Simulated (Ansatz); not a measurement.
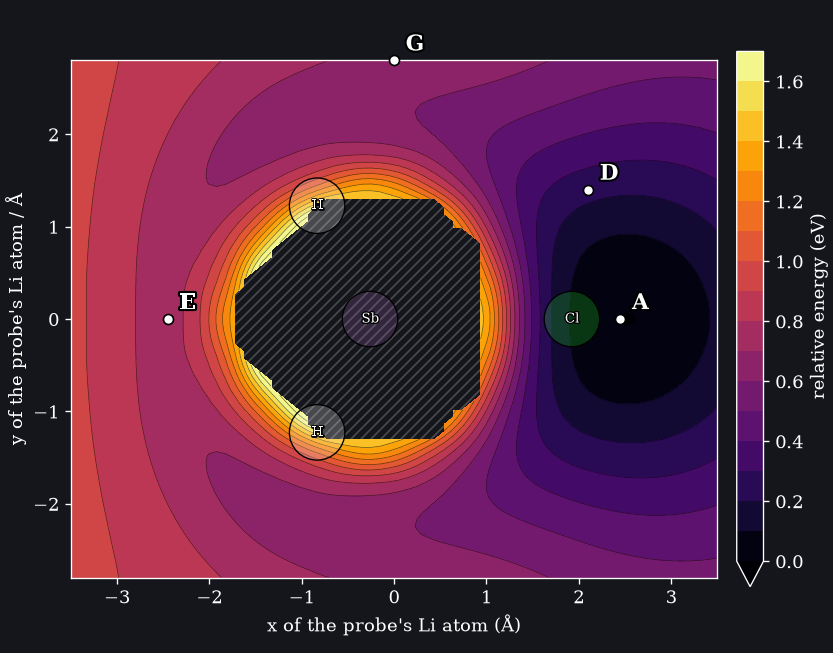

ClH₂Sb (SMILES [Cl][SbH2]) with the probe Li+. 
- The probe is moved over a plane parallel to the molecule's main plane, 2.43 Å above it.
- First axis: x of the probe's Li atom. Second axis: y of the probe's Li atom.
- Nothing is relaxed (molecule and probe rigid).
- The scan uses a 21 × 17 grid; 165 points were computed and 151 follow by symmetry. At 41 points there is no value (left out of the scan, as a rule where atoms come close).
- All energies are given in eV relative to the lowest grid point.
- Theory: Ansatz 0.2.0, RHF/def2-TZVP.

In the figure: filled contours, labelled circles for the molecule's atoms, projected on the plane, hatched blanks where no value was computed, lettered points. Between grid points the surface is interpolated.

Question: Rank the lettered points by energy, lowest first.

Answer: A (0.00 eV), D (0.24 eV), G (0.68 eV), E (0.78 eV).

Question: What kind of point is each of A, D, E: minimum, saddle, maximum or slope?

Answer: A: minimum; D: on a slope; E: saddle point. (In these two coordinates alone; a stationary point may lie a little off the grid point.)
